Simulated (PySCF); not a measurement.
# CCSD(T)/STO-3G run of Si2H5Cl (SMILES [SiH3][SiH2]Cl)

What is the vertical ionisation energy of Si2H5Cl at CCSD(T)/STO-3G? The job is set up through a Python script.

The calculation is run with PySCF 2.14.0.

**1. The structure to begin with**

The species is Si2H5Cl (8 atoms), meant as a singlet with charge 0. SMILES: `[SiH3][SiH2]Cl`. Geometry: relaxed at PBE0-D4/def2-TZVP.

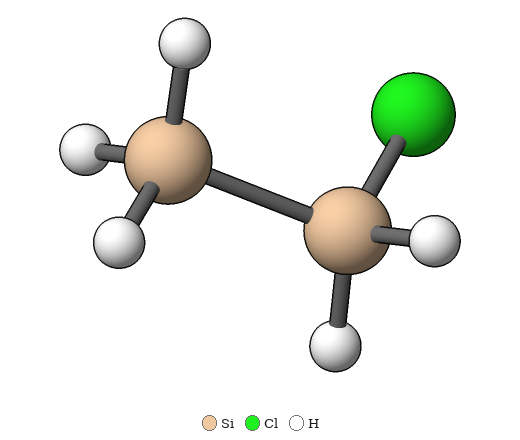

Viewed from a chosen angle; silicon light orange, chlorine green, hydrogen white.

**2. A single-point energy at CCSD(T)/STO-3G**

The input, calc.py:

```python
from pyscf import gto, cc

mol = gto.M(
    atom=[
    ('Si', (-0.706500, 0.881800, -0.390300)),
    ('Si', (0.573400, -0.938800, 0.325900)),
    ('Cl', (2.431600, -0.252900, 0.908000)),
    ('H', (-2.053000, 0.410100, -0.813000)),
    ('H', (-0.034300, 1.540700, -1.540000)),
    ('H', (-0.854500, 1.855700, 0.722100)),
    ('H', (-0.041800, -1.622800, 1.491400)),
    ('H', (0.777200, -1.930900, -0.759900)),
],
    verbose=4,
    charge=0,
    max_memory=1860,
    basis='sto-3g',
    spin=0,
)

hf = mol.RHF()
hf.conv_tol = 1e-10
hf.kernel()
if not hf.converged:
    hf = hf.newton().run(hf.mo_coeff, hf.mo_occ)

mycc = cc.CCSD(hf, frozen=15)
mycc.kernel()
e_t = mycc.ccsd_t()
e_tot = mycc.e_tot + e_t
print('Final energy', e_tot)
```

The run is started by

```sh
$ OMP_NUM_THREADS=1 python calc.py
```

The log of the run:

```text
PySCF version 2.14.0

[... 58 lines left out ...]
converged SCF energy = -1028.75811537387
[... 1 line left out ...]
******** <class 'pyscf.cc.ccsd.CCSD'> ********
CC2 = 0
CCSD nocc = 10, nmo = 17
frozen orbitals 15
max_cycle = 50
direct = 0
conv_tol = 1e-07
conv_tol_normt = 1e-05
diis_space = 6
diis_start_cycle = 0
diis_start_energy_diff = 1e+09
Init t2, MP2 energy = -1028.84057736174  E_corr(MP2) -0.0824619878613319
Init E_corr(CCSD) = -0.0824619878614327
cycle = 1  E_corr(CCSD) = -0.106376623876424  dE = -0.023914636  norm(t1,t2) = 0.0511744
cycle = 2  E_corr(CCSD) = -0.114647881583454  dE = -0.00827125771  norm(t1,t2) = 0.0188234
cycle = 3  E_corr(CCSD) = -0.119359553236865  dE = -0.00471167165  norm(t1,t2) = 0.00720176
cycle = 4  E_corr(CCSD) = -0.119445099173858  dE = -8.5545937e-05  norm(t1,t2) = 0.000837738
cycle = 5  E_corr(CCSD) = -0.119443149461239  dE = 1.94971262e-06  norm(t1,t2) = 0.000334517
cycle = 6  E_corr(CCSD) = -0.119447861453289  dE = -4.71199205e-06  norm(t1,t2) = 5.51126e-05
cycle = 7  E_corr(CCSD) = -0.1194478477519  dE = 1.37013881e-08  norm(t1,t2) = 1.42961e-05
cycle = 8  E_corr(CCSD) = -0.119447874298639  dE = -2.65467382e-08  norm(t1,t2) = 4.4985e-06
CCSD converged
E(CCSD) = -1028.877563248172  E_corr = -0.1194478742986387
CCSD(T) correction = -0.00109749704019335
Final energy -1028.8786607452128
```

It took 0.68 s on 1 thread of Intel Xeon 6975P-C (Granite Rapids), shared host; peak memory 0.12 GiB.

**3. The doublet cation at the same level**

The input, run.py:

```python
from pyscf import gto, cc

molecule = gto.M(
    atom='''
Si      -0.706500       0.881800      -0.390300
Si       0.573400      -0.938800       0.325900
Cl       2.431600      -0.252900       0.908000
H       -2.053000       0.410100      -0.813000
H       -0.034300       1.540700      -1.540000
H       -0.854500       1.855700       0.722100
H       -0.041800      -1.622800       1.491400
H        0.777200      -1.930900      -0.759900
''',
    verbose=3,
    basis='sto-3g',
    spin=1,
    max_memory=1860,
    charge=1,
)

hf = molecule.UHF()
hf.conv_tol = 1e-10
hf.kernel()
if not hf.converged:
    hf = hf.newton().run(hf.mo_coeff, hf.mo_occ)

mycc = cc.CCSD(hf, frozen=15)
mycc.kernel()
e_t = mycc.ccsd_t()
e_tot = mycc.e_tot + e_t
print('Final energy', e_tot)
```

The run is started by

```sh
$ OMP_NUM_THREADS=1 python run.py
```

The log of the run:

```text
converged SCF energy = -1028.4468843109  <S^2> = 0.76003627  2S+1 = 2.0100112
E(UCCSD) = -1028.579518455683  E_corr = -0.1326341447851423
UCCSD(T) correction = -0.00221972886348978
Final energy -1028.5817381845463
```

It took 0.77 s on 1 thread of Intel Xeon 6975P-C (Granite Rapids), shared host; peak memory 0.12 GiB.

**4. Results**

At CCSD(T)/STO-3G, 15 core orbitals frozen:

```
                                                                  quantity           value
                                             singlet Si2H5Cl: total energy  -1028.87866 Eh
                     singlet Si2H5Cl: dipole moment (Hartree–Fock density)          3.11 D
                      singlet Si2H5Cl: HOMO energy (Hartree–Fock orbitals)        -8.88 eV
                      singlet Si2H5Cl: LUMO energy (Hartree–Fock orbitals)         9.13 eV
                    singlet Si2H5Cl: HOMO–LUMO gap (Hartree–Fock orbitals)        18.01 eV
             singlet Si2H5Cl: correlation energy (15 core orbitals frozen)      -120.5 mEh
                                           singlet Si2H5Cl: (T) correction       -1.10 mEh
                                            singlet Si2H5Cl: T1 diagnostic           0.005
                                              doublet cation: total energy  -1028.58174 Eh
doublet cation: HOMO energy (Hartree–Fock orbitals) (highest over α and β)       -15.91 eV
 doublet cation: LUMO energy (Hartree–Fock orbitals) (lowest over α and β)        -8.02 eV
              doublet cation: correlation energy (15 core orbitals frozen)      -134.9 mEh
                                            doublet cation: (T) correction       -2.22 mEh
                         doublet cation: ⟨S²⟩ of the reference determinant           0.760
                                             doublet cation: T1 diagnostic           0.015
                        vertical ionisation energy (to the doublet cation)        8.080 eV
```

What this shows: Removing an electron at fixed nuclei costs 8.08 eV (780 kJ/mol). In a minimal basis such a difference can be off by several eV, whatever the method. The triples (singlet Si2H5Cl) make up 0.9 % of the correlation energy. Mulliken charges (doublet cation) of the mean-field density run from -0.06 on H5 to +0.66 on Si2; they depend strongly on the basis. The triples (doublet cation) make up 1.6 % of the correlation energy.
